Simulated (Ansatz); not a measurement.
**CoO (R-3m): from the cell to its phonons**

Aim: the phonons of CoO (R-3m) at a cell relaxed beforehand at this level.

Main program and level: Ansatz 0.2.0; DFT PBE+U, scalar-relativistic, plane waves, PAW.

## Step 1: The starting structure

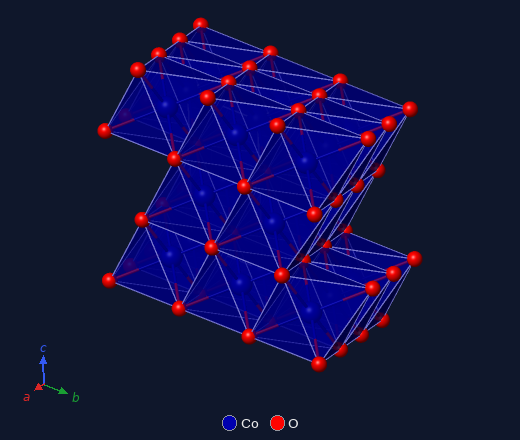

The starting structure, seen slightly off an axis (cobalt blue, oxygen red). 2×2×1 cells are drawn. Some periodic images of atoms are drawn too.

## Step 2: Modes at Γ

The cell comes from relaxations at this level that are not shown. The zone centre is the only wavevector solved here; it holds the modes that light can see, as far as symmetry allows. The response to a homogeneous field gives the Born charges and the dielectric tensor.

File input.yaml:

```yaml
crystal:
  lattice:
    - [2.1611123541, 0.0, -2.1611123542]
    - [2.1611123542, -2.1611123542, 0.0]
    - [-2.1311186936, -2.1311186936, -4.2922310477]
  atoms:
    - { symbol: Co, position: [0.0, 0.5, 0.5], spin: -2.8 }
    - { symbol: Co, position: [0.0, 0.0, 0.0], spin: 2.8 }
    - { symbol: O, position: [0.5, 0.25, 0.75] }
    - { symbol: O, position: [0.5, 0.75, 0.25] }
kpoints:
  mp_grid: { grid: [12, 12, 12] }
hamiltonian:
  xc: pbe
  hubbard: { sites: [{ species: Co, l: d, u_eff: 3.32 }] }
scf:
  occupations: { method: gaussian, width: 0.02 }
  convergence: { dr2_threshold: 1.0e-10 }
output:
  eigenvalues: true
  populations: true
magnetization:
  spin_polarized: true
phonons:
  method: dfpt
  dielectric: true
  rigid_motions: translations
```

The run is started by

```
ansatz run input.yaml --threads 4 --pin off --max-ram 7168MiB --backend cpu --events-out ev --progress --plain --runs-dir out
```

Numbers of over 12 decimals in the logs are rounded to 6 here.

What it wrote:

```text
Co: projections on atomic orbitals take those of the free atom [Ne] 3s2 3p6 3d7 4s2, of charge +0.00 (hamiltonian.pseudopotentials.projection_atoms); the dataset's partial waves leave at most 1.4e-6 of an orbital's norm unspanned inside its sphere
O: projections on atomic orbitals take those of the free atom [He] 2s2 2p4, of charge +0.00 (hamiltonian.pseudopotentials.projection_atoms); the dataset's partial waves leave at most 1.9e-8 of an orbital's norm unspanned inside its sphere
Engine: ansatz 0.2.0, aarch64-unknown-linux-gnu
Pseudopotentials: kind: paw
Pseudopotential: Co, paw, valence charge 17, recommended cutoff 420 eV (normal), Co.paw.azcp
Pseudopotential: O, paw, valence charge 6, recommended cutoff 420 eV (normal), O.paw.azcp
Functional definition: PBE
  parameter kappa = 0.804
  parameter beta = 0.066725
  exchange = pbe_x(kappa = kappa, mu = beta*pi^2/3)
  correlation = pbe_c(beta = beta)
Crystal: 4 atoms, lattice volume = 39.953 Å³
Basis set: ecut = 420 eV, 791 PW (Γ), exchange–correlation on 72×72×72 points (8 copies of the dense FFT grid, shifted against one another)
Bands: 31, of which v1, the nominal top of the filled ones, is band 23 counted from 1 (22 counted from 0)
Symmetry: 12 space group operations
Space group: R-3m (ITA 166), of the structure as read, at distance tolerance 3.4e-5 Å
Magnetic group: BNS 166.102 (UNI 1332), of the structure as read, at distance tolerance 3.4e-5 Å
k-points: 189 of 1728
Non-local potential: Co, projectors of the file, l = 0: 3, l = 1: 2, l = 2: 3, l = 3: 1
Non-local potential: O, projectors of the file, l = 0: 2, l = 1: 2, l = 2: 1
PAW form: soft (Blöchl's): semilocal exchange-correlation on the pseudo side does not see the compensation charge
PAW one-centre angular grid: Co, 590 points (default); XC on 64 Gauss nodes
PAW one-centre angular grid: O, 110 points (default); XC on 64 Gauss nodes
Initial density: superposition of atomic densities (chi_scale 0.1, normalization cell, long waves kept (reshape's long-wave potential 0.00 eV rms))
Starting moments: Σ|m| = 5.6 μB on 2 of 4 sites
Starting magnetic order: antiferromagnet; a translation exchanges its spin sublattices: spin-degenerate at every k-point
Initial wavefunctions: pseudopotential atomic-orbital guess
Functional: x = pbe(κ = 0.804, μ = 0.219515), c = pbe(β = 0.066725)
SCF 1 converged in 20 iterations: F = -11381.170459 eV  dr2 = 6.08e-11
  greatest PAW one-centre occupation: 1.004 electrons in one spin orbital (limit 2), on the Co atom at site 1 (counted from 0), in its partial waves of l = 1
Initial density: handed on by an earlier stage of this run
Starting moments: Σ|m| = 5.6 μB on 2 of 4 sites; this step starts from the density that it was given
Initial wavefunctions: those handed on with the density
SCF 2 converged in 10 iterations: F = -11383.006058 eV  dr2 = 3.84e-12
Symmetry: 4 space group operations
k-points: 476 of 1728
Initial density: read from a saved state, or passed on in memory by an earlier SCF of this step, an earlier step, the calling program or the single point that the run made first
Initial wavefunctions: those read from a saved state, or passed on in memory by an earlier step or the calling program
k-points: 476 of 1728 (irreducible under 2 space group operations, time reversal used)
Stability of the state it starts from, as read at its close in the collinear treatment: not read negative (a value of 1 − χ₀K of 0.43, by a stability probe under the symmetry group of the SCF that read it); nothing settles its magnetic order
iter 1 solved again at ethr=1.71e-8 eV; its pass at ethr=3.10e-3 eV (dr2=7.86e-6 eV) is discarded
SCF iter   1: F=—  HF=-11383.006059 eV  |F-HF|=—  |Δ(HF+E_count)|=         —  Δρ=2.98e-7 (↑2.98e-7 ↓2.98e-7)  dr2=7.51e-11  dr2_m=4.10e-12  M=0.000 μB ∫|m|=5.503 μB  β_m=0.30  ethr=1.71e-8  ⟨swp⟩=3.3  Hψ=98318  notcnv=0
eigensolver tolerance schedule: the retry pair's looser diagonalisation over-reported the residual by 104675.48 of it (diagonalisation noise at 1.37 of the residual, at the tolerance the schedule requests for it); recorded, not acted on — ethr = c·dr2/N_el stays at c = 1.0e-1
preconditioner: auto → none  [insulator: Δε(μ)=2.169 eV  Ē_g=12.388 eV  σ=0.020 eV  W_gap=1.00  n_scr=16 (ndim 8)  ℏωp=32.2 eV  f_vac=0.000  D(μ)=0.00/eV (n_scr^D=0)  ε∞_Penn≈7.7]
SCF iter   2: F=—  HF=-11383.006058 eV  |F-HF|=—  |Δ(HF+E_count)|=   6.10e-7  Δρ=1.64e-7 (↑1.64e-7 ↓1.64e-7)  dr2=2.66e-11  dr2_m=1.16e-12  M=0.000 μB ∫|m|=5.503 μB  β_m=0.25  ethr=1.00e-12  ⟨swp⟩=8.6  Hψ=81108  notcnv=0
SCF iter   3: F=-11383.006058 eV  HF=-11383.006058 eV  |F-HF|=5.46e-12  |Δ(HF+E_count)|=  5.46e-12  Δρ=8.37e-8 (↑8.37e-8 ↓8.37e-8)  dr2=5.57e-12  dr2_m=5.34e-13  M=0.000 μB ∫|m|=5.503 μB  ethr=1.00e-12  ⟨swp⟩=3.1  Hψ=51667  notcnv=0
SCF 3 converged in 3 iterations: F = -11383.006058 eV  dr2 = 5.57e-12
NSCF: frozen V_eff on 5 k-points
DFPT response loops at Γ: preconditioner auto → Resta (q_TF=auto, 2.793 Å⁻¹)  ε∞=5.3 (no band partly filled); β = 1.00, the filter's whole step (`scf.mixing.beta` (0.30) is not read by the response loops at its default; to damp them type it under 1.00, their step now; it binds the ground state too); Broyden in place of MSR1
SCF converged after 3 iterations
Magnetization: 0.0000 μB (23.0000 up, 23.0000 down)
Absolute magnetization: 5.4992 μB (∫|ρ↑−ρ↓|, with the PAW one-centre terms)
Spin contamination: 2.9030 ħ² per cell (⟨S²⟩ above its minimum at these occupations)
Per-site moments (μB) at R_I (Å): [(-2.545618, 0.888377), (2.545618, 0.888377), (1.0330302228097613e-16, 0.888377), (-7.578098315940793e-17, 0.888377)]
Free energy (F): -11383.006058 eV
Harris-Foulkes:  -11383.006058 eV  (|F-HF|=5.46e-12)
Internal energy: -11383.006058 eV  (E = F + TS)
E sigma→0 (E₀):  -11383.006058 eV
Fermi energy:    13.238936 eV
--- Per-component energies (eV) ---
  E_band       = -658.573775
  E_kinetic    = 1232.294201
  E_local      = -6965.953594  (includes V_loc(G=0)·N_el)
  E_nonlocal   = 1029.344787
  E_hartree    = 2856.148870
  E_xc         = -456.881671
  E_vxc        = -587.000266  (∫ρ·V_xc dr)
  E_hubbard    = 1.105871  (on-site DFT+U / exact-exchange correction)
  E_vhub       = -22.039463  (the Hubbard potential's part of the band-sum identity)
  E_paw        = -3354.257583  (= ΣΔE_a)
  E_vpaw       = -1057.521843  (= ΣTr[D̂ρ^β])
  E_aug_tail   = 0.004807  (compensation charges beyond the density's cutoff)
  E_ewald      = -5724.811746
  E_smearing   = -0.000000  (= −TS)
  E_closure    = 0.000000  (closes the sum)
  Σ components = -11383.006058   (vs F -11383.006058, Δ=0.00e0)
--- Band table (eV; the first three rows and the last of 952) ---
  k-point 0 ↑: bands = [... 19 lower, 10.6996, 10.7395, 11.1100, 11.1100, 14.3233, 14.8065, 16.0068, 16.0068, ... 4 higher]
  k-point 1 ↑: bands = [... 19 lower, 10.7876, 10.7876, 11.2184, 11.2184, 14.4683, 14.7937, 15.9932, 15.9932, ... 4 higher]
  k-point 2 ↑: bands = [... 19 lower, 10.7946, 10.7946, 11.4341, 11.4341, 14.7178, 14.8867, 15.9559, 15.9559, ... 4 higher]
  k-point 475 ↓: bands = [... 19 lower, 10.6186, 11.2224, 11.3901, 12.1539, 15.0147, 16.0468, 16.1636, 18.3748, ... 4 higher]
Occupation matrices written to <dir>
--- Phonons (Γ-DFPT): 3 representative perturbations + reference, on 476 of 1728 k-points (Σ response iterations 41) ---
  k mesh reduced under 2 symmetry operations, with k and −k counted as one. Each operation leaves every solved perturbation unchanged. A smaller set is not considered because the run has a Hubbard term
  ASR residual: 1.231e-4 → 0.000e0 eV/Å²; symmetrization residual: 1.142e-6 eV/Å²
  ASR residual per site (eV/Å²): 5.53e-5 5.53e-5 1.23e-4 1.23e-4
  Γ frequencies (cm⁻¹): 0.00 0.00 0.00 177.68 177.68 248.50 248.50 270.23 284.98 332.71 332.71 490.80
  ε∞ (high-frequency dielectric tensor):
        6.202542    -0.021357    -0.021357
       -0.021357     6.202542    -0.021357
       -0.021357    -0.021357     6.202542
  ε⁰ (static dielectric tensor: ions relaxed, cell fixed):
       17.376599     2.167885     2.167885
        2.167885    17.376599     2.167885
        2.167885     2.167885    17.376599
  ε⁰ − ε∞ (ionic part):
       11.174057     2.189242     2.189242
        2.189242    11.174057     2.189242
        2.189242     2.189242    11.174057
  softest optical mode at Γ: 177.68 cm⁻¹; the repairs (sum rule, projections) moved no ω² at Γ by more than (1.54 cm⁻¹)²
  Born effective charges Z* (e; rows j = field, columns β = displacement):
    site 0:
         2.30558    0.05156    0.05156
         0.05156    2.30558    0.05156
         0.05156    0.05156    2.30558
    site 1:
         2.30558    0.05156    0.05156
         0.05156    2.30558    0.05156
         0.05156    0.05156    2.30558
    site 2:
        -2.30558   -0.05156   -0.05156
        -0.05156   -2.30558   -0.05156
        -0.05156   -0.05156   -2.30558
    site 3:
        -2.30558   -0.05156   -0.05156
        -0.05156   -2.30558   -0.05156
        -0.05156   -0.05156   -2.30558
  Z* charge neutrality: 6.748e-6 e pre-enforcement
  k-mesh period / interband length: 36.7 Å / 1.78 Å = 20.56 at k = (0.0000, 0.0000, 0.0000) (spin ↑), direct gap 3.213 eV — 14 or more, which is no proof of convergence
  optical modes at Γ without the LO–TO term, one row a degenerate level:
      ω (cm⁻¹)  modes    IR ((D/Å)²/amu)
        177.68      2             0.0000
        248.50      2             0.0000
        270.23      1            21.2751
        284.98      1             0.0000
        332.71      2            37.2608
        490.80      1             0.0000
  optical modes at Γ + LO–TO along q̂ = [1.0000, 0.0000, 0.0000]:
      ω (cm⁻¹)  modes    IR ((D/Å)²/amu)
        177.68      2             0.0000
        248.50      2             0.0000
        284.98      1             0.0000
        291.37      1            20.5601
        332.71      1            18.6304
        490.80      1             0.0000
        516.49      1            19.3454
  optical modes at Γ + LO–TO along q̂ = [0.0000, 1.0000, 0.0000]:
      ω (cm⁻¹)  modes    IR ((D/Å)²/amu)
        177.68      2             0.0000
        248.50      2             0.0000
        284.98      1             0.0000
        291.37      1            20.5601
        332.71      1            18.6304
        490.80      1             0.0000
        516.49      1            19.3454
  optical modes at Γ + LO–TO along q̂ = [0.0000, 0.0000, 1.0000]:
      ω (cm⁻¹)  modes    IR ((D/Å)²/amu)
        177.68      2             0.0000
        248.50      2             0.0000
        284.98      1             0.0000
        291.37      1            20.5601
        332.71      1            18.6304
        490.80      1             0.0000
        516.49      1            19.3454
--- Löwdin populations: 4 sites ---
  site symbol       q [e]    m [muB]
     0     Co     15.8246    -2.6344
     1     Co     15.8246     2.6344
     2      O      7.0508     0.0000
     3      O      7.0508     0.0000
  spilling = 0.005418 (of n_electrons = 46.000000)
```

It took 10 min on 4 threads of Arm Neoverse V1, shared host; peak memory 3.8 GiB.

This step gave:

- absolute magnetization: 5.499 μB
- site moments: -2.546, 2.546, 1.03e-16, -7.58e-17 μB
- gap on the k-mesh: 2.169 eV
- volume per atom: 9.988 Å³
- gap by spin: 2.169, 2.169 eV
- sum-rule residual before enforcement: 1.23e-4 eV/Å²
- miss of the charge sum rule: 6.75e-6 e
- highest optical mode at the zone centre (no LO-TO term): 490.8 cm⁻¹
- lowest optical zone-centre mode: 177.7 cm⁻¹
- mean high-frequency dielectric constant: 6.202
- largest Born charge (third of the trace): 2.306 e
- mean static dielectric constant: 17.38
- top of the zone-centre spectrum with the field: 516.5 cm⁻¹

Without the LO-TO term. Patterns of degenerate modes are one choice out of their space. The modes at Γ (shares of kinetic energy by element, %):

```tsv
mode	frequency (cm⁻¹)	Co %	O %
1	0.0	79	21
2	0.0	79	21
3	0.0	79	21
4	177.7	100	0
5	177.7	100	0
6	248.5	0	100
7	248.5	0	100
8	270.2	21	79
9	285.0	100	0
10	332.7	21	79
11	332.7	21	79
12	490.8	0	100
```

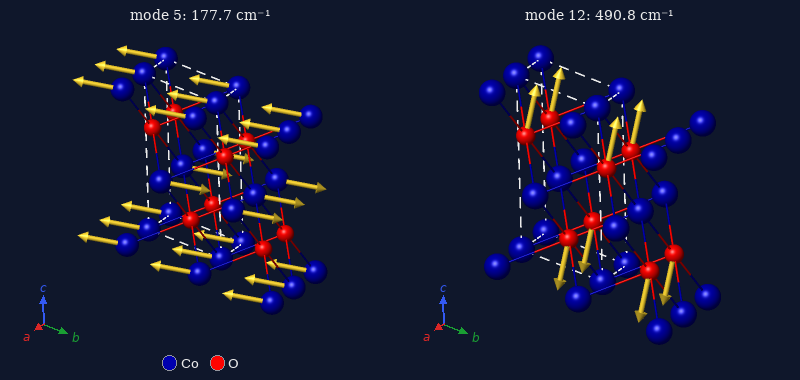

Displacement patterns of modes 5 and 12 at Γ; arrows are exaggerated. Bonds to atoms that aren't drawn are left out. 2×2×1 cells are drawn. Some periodic images of atoms are drawn too.

Optical modes at the zone centre, without and with the macroscopic field of the longitudinal modes; each column is sorted by frequency, so a row need not hold one and the same mode. Modes with and without the field, by row:

```tsv
rank among optical modes	no field (cm⁻¹)	q along (1, 0, 0) (cm⁻¹)
1	177.7	177.7
2	177.7	177.7
3	248.5	248.5
4	248.5	248.5
5	270.2	285
6	285	291.4
7	332.7	332.7
8	332.7	490.8
9	490.8	516.5
```

Born charge (rows field, columns displacement) (e), principal values of the symmetric part by kind of site:

```tsv
atom	atoms with these values	low	middle	high	mean
Co1	2	2.25	2.25	2.41	2.31
O3	2	-2.41	-2.25	-2.25	-2.31
```

In full for O3:

```
-2.31 -0.05 -0.05
-0.05 -2.31 -0.05
-0.05 -0.05 -2.31
```

High-frequency dielectric tensor:

```
 6.20 -0.02 -0.02
-0.02  6.20 -0.02
-0.02 -0.02  6.20
```

Static dielectric tensor (ions relaxed, fixed cell):

```
17.38  2.17  2.17
 2.17 17.38  2.17
 2.17  2.17 17.38
```

Transverse modes. Infrared lines, with heights relative to the strongest:

```tsv
position (cm⁻¹)	relative intensity
178	0.0
248	0.0
270	57
285	0.0
333	100
491	0.0
```

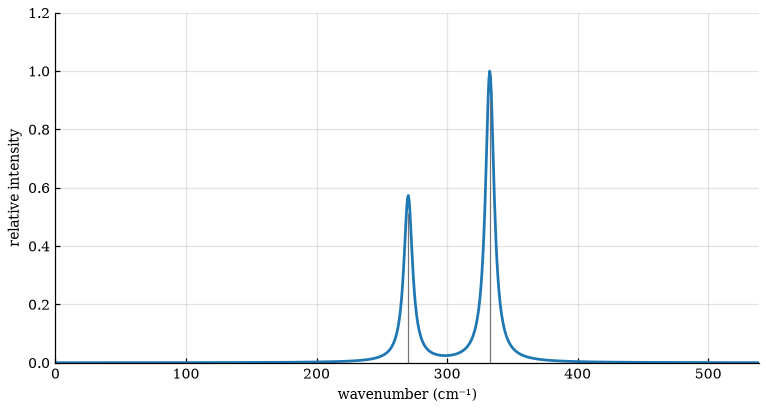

The infrared spectrum, broadened with Lorentzians of width 8 cm⁻¹; bars mark the lines.

Before it was imposed, the acoustic sum rule was missed by 1.2e-4 eV/Å² and the charge sum rule by 6.7e-6 e. Small misses are needed for a sound result but don't prove that mesh and cutoff are converged. The lowest optical mode is real, 178 cm⁻¹.

## Step 3: The same by displaced supercells

Finite displacements in a 2×2×2 supercell give force constants from forces alone. They are exact at the wavevectors that the supercell holds, where they check the linear-response result.

input.yaml, the sections that differ from step 2:

```yaml
scf:
  occupations: { method: gaussian, width: 0.02 }
output:
  eigenvalues: true
phonons:
  method: fd
  supercell: [2, 2, 2]
  temperatures: { t_max: 1000, t_step: 50 }
  qpath:
    path:
      - [[0.0, 0.0, 0.0], [0.0, 0.0, -1.0], [0.49647536, 0.24823768, -0.75176232]]
      - [[0.75176232, 0.50352464, 0.0], [0.5, 0.0, 0.0], [0.0, 0.0, 0.0], [0.75176232, 0.37588116, 0.37588116]]
      - [[0.62411884, 0.37588116, -0.37588116], [0.5, 0.5, -0.5], [0.0, 0.0, 0.0]]
    npoints: 10
  non_analytic_term:
    high_frequency_dielectric_tensor:
      - [6.2025, -0.0214, -0.0214]
      - [-0.0214, 6.2025, -0.0214]
      - [-0.0214, -0.0214, 6.2025]
    born_effective_charges:
      - { species: Co, tensor: [[2.3056, 0.0516, 0.0516], [0.0516, 2.3056, 0.0516], [0.0516, 0.0516, 2.3056]] }
      - { species: Co, tensor: [[2.3056, 0.0516, 0.0516], [0.0516, 2.3056, 0.0516], [0.0516, 0.0516, 2.3056]] }
      - { species: O, tensor: [[-2.3056, -0.0516, -0.0516], [-0.0516, -2.3056, -0.0516], [-0.0516, -0.0516, -2.3056]] }
      - { species: O, tensor: [[-2.3056, -0.0516, -0.0516], [-0.0516, -2.3056, -0.0516], [-0.0516, -0.0516, -2.3056]] }
    source: "zone-centre run at this cell"
# crystal, kpoints, hamiltonian, magnetization: as in step 2
```

What it wrote:

```text
Warning: phonons: the dynamical matrix that this run interpolates holds no multipole term above the dipole-dipole one, and a site of this crystal is no centre of inversion, so its interpolated transverse optical and acoustic branches and sound speeds can stay off near Gamma, and the density of states and the thermodynamics with them. What a run solves at a wave vector of phonons.qpoints, Gamma apart, where the deck admits one, is free of this, and under fd what a larger phonons.supercell samples
Co: projections on atomic orbitals take those of the free atom [Ne] 3s2 3p6 3d7 4s2, of charge +0.00 (hamiltonian.pseudopotentials.projection_atoms); the dataset's partial waves leave at most 1.4e-6 of an orbital's norm unspanned inside its sphere
O: projections on atomic orbitals take those of the free atom [He] 2s2 2p4, of charge +0.00 (hamiltonian.pseudopotentials.projection_atoms); the dataset's partial waves leave at most 1.9e-8 of an orbital's norm unspanned inside its sphere
Engine: ansatz 0.2.0, aarch64-unknown-linux-gnu
Pseudopotentials: kind: paw
Pseudopotential: Co, paw, valence charge 17, recommended cutoff 420 eV (normal), Co.paw.azcp
Pseudopotential: O, paw, valence charge 6, recommended cutoff 420 eV (normal), O.paw.azcp
Functional definition: PBE
  parameter kappa = 0.804
  parameter beta = 0.066725
  exchange = pbe_x(kappa = kappa, mu = beta*pi^2/3)
  correlation = pbe_c(beta = beta)
Error: memory limit exceeded: the `energy derivatives` phase of `displaced supercell` needs 7.09 GiB against the run's memory maximum of 7.00 GiB; largest carriers: wavefunctions 3.14 GiB, hubbard atomic tables 1.42 GiB, hubbard raw tables 1.42 GiB, unmodelled-tail allowance 0.36 GiB, non-local projections 0.35 GiB; this run sums exchange and correlation above basis.xc_grid: 1 (its plan line states the level, which a [...]
with nothing else changed it takes a maximum of at least 7.09 GiB, with nothing to spare, and 7.80 GiB leaves up to a tenth: --max-ram 7.80GiB where that set the maximum, else more of the term that did, and with no share typed, where 7.80 GiB is over 0.88 of the host's memory or its container's limit, a share of 0.88 or more that holds the maximum too (--max-ram-frac F), where one does; The budget is ten elevenths of [...]
```

Elapsed: 12 s, on 4 threads; peak memory 0.21 GiB.

The program refused the input before any cycle.

The program's message: “memory limit exceeded: the `energy derivatives` phase of `displaced supercell` needs 7.09 GiB against the run's memory maximum of 7.00 GiB; largest carriers: wavefunctions 3.14 GiB, hubbard atomic tab …”

## Step 4: What came out

```yaml
space_group_within_0p01_a: R-3m
volume_per_atom: 9.99 Å³
gap_on_the_k_mesh: 2.17 eV
highest_optical_mode_at_the_zone_centre_no_lo_to_term: 491 cm⁻¹
top_of_the_zone_centre_spectrum_with_the_field: 516 cm⁻¹
lowest_optical_zone_centre_mode: 178 cm⁻¹
mean_high_frequency_dielectric_constant: 6.20
mean_static_dielectric_constant: 17.4
largest_born_charge_third_of_the_trace: 2.31 e
imaginary_modes_at_gamma_the_only_wavevector_solved: none
net_magnetic_moment_of_the_cell_as_run: 0 μB
```

In words: No mode at the zone centre of the cell as run is imaginary. Without the field, the optical modes at Γ span 178 to 491 cm⁻¹. The dispersion is not part of this account. The highest mode in this list at Γ, 490.8 cm⁻¹, is mostly motion of O (100 % of the kinetic energy). With the macroscopic field of the longitudinal modes the top of the zone-centre spectrum lies at 516 cm⁻¹, against 491 cm⁻¹ without it. Lattice motion raises the mean dielectric constant from 6.202 to 17.38. The strongest infrared line is at 333 cm⁻¹. The magnetic order is imposed (antiferromagnetic, q = (0.5, 0.5, 0.5), in the reciprocal basis of the primitive cell) and the runs use its cell of 4 atoms, a multiple of the chemical cell, so that Γ here also holds zone-boundary modes of the chemical cell; it can lower the symmetry of the database entry. The magnetic state is the one that the run reached from its starting moments; a lower one was not ruled out. These are harmonic frequencies at zero temperature: anharmonic shifts, linewidths and thermal expansion are left out.

[Logs are printed without paths, hosts, clocks, repeated set-up lines and the standing remarks that a program may print on its own settings, such as how far it seeks lower states.]

[Hosts, paths, dates, database ids (printed as entryN), source tags and the programs' standing remarks are cut or masked in the printed files.]
